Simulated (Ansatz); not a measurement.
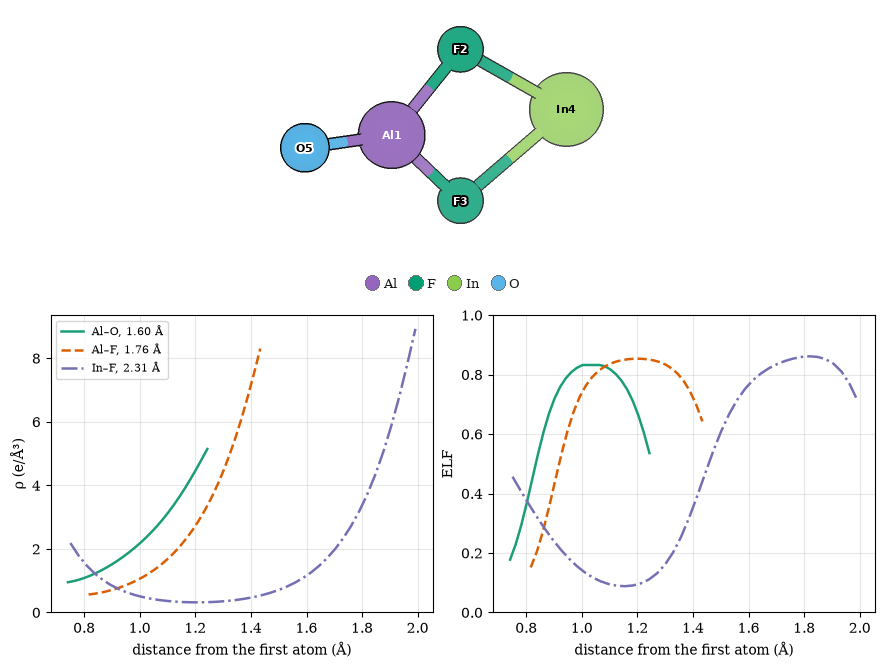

Figure. AlF2InO. Electron density and electron localisation function along straight lines between neighbouring atoms. The curves leave out the atomic cores. The structure is drawn too.

Geometry: PBE0-D3(BJ)/def2-SVP; core potentials replace the inner electrons of In.

These are results of isolated molecule in a Gaussian basis; Kohn-Sham density functional theory, functional PBE0 (Ansatz 0.2.0), not measurements.

Input

```
crystal:
  periodic: [false, false, false]
  atoms:
    - symbol: Al
      position_ang: [-0.755769, -0.254212, 0.288157]
    - symbol: F
      position_ang: [-0.307396, 1.192512, 1.193597]
    - symbol: F
      position_ang: [-0.398203, 0.646478, -1.186474]
    - symbol: In
      position_ang: [0.266893, 2.726872, -0.434302]
    - symbol: O
      position_ang: [-1.263664, -1.732641, 0.647412]
basis:
  gaussian:
    orbitals: def2-TZVPD
hamiltonian:
  xc: {name: PBE0}
output: {forces: true, orbitals: {seedname: orbitals}}
```

Command:

```sh
ansatz run input.yaml --threads 1 --pin off --max-ram 2610MiB --events-out events.jsonl --progress --plain --runs-dir runs
```

Q: What can be read from the curves?

A: Al–O (1.60 Å): ρ is about 1.1 e/Å³ halfway; the ELF peaks at about 0.85 in the valence shell of O, 0.6 Å from its nucleus, and is about 0.35 at the midpoint.
Al–F (1.76 Å): ρ is about 0.67 e/Å³ halfway; the ELF peaks at about 0.85 in the valence shell of F, 0.6 Å from its nucleus, and is about 0.35 at the midpoint.
In–F (2.31 Å): the density is about 0.33 e/Å³ at the midpoint; the ELF is about 0.10 at the midpoint.
